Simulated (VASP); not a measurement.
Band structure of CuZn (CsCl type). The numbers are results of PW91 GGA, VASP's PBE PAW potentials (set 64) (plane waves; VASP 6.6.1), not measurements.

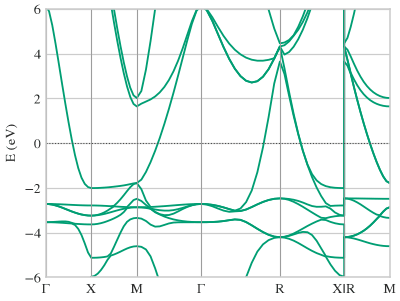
Fig. 1. Bands along high-symmetry lines, zero at the valence-band maximum or, without a gap, the Fermi level

Problem. Read the plot: is there a gap, and where are the band edges?

Solution. It has no gap at this level: it comes out as a metal or semimetal. (Edges off the drawn lines would not show.)

The compound is CuZn in the CsCl type structure. It was relaxed first. The electron count is odd and the run is not spin-polarised, which forces a metal.
